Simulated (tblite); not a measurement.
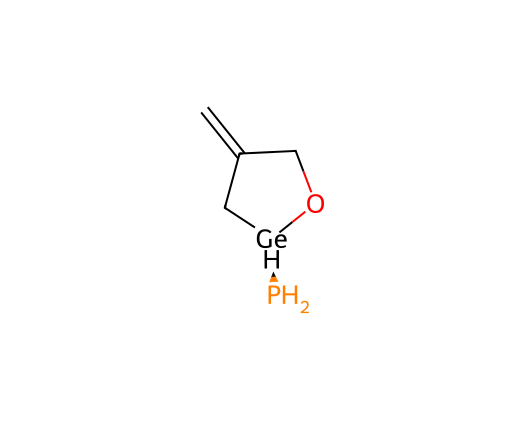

Figure made from data computed with tblite.

2D structure.

Question: Write the SMILES.

Answer: C=C1C[O][Ge@@H]([PH2])[CH2]1

Question: Give the formula, hydrogens included.

Answer: C4H9GeOP.

Question: An optimisation with GFN2-xTB gave a structure of which point group?

Answer: C1.
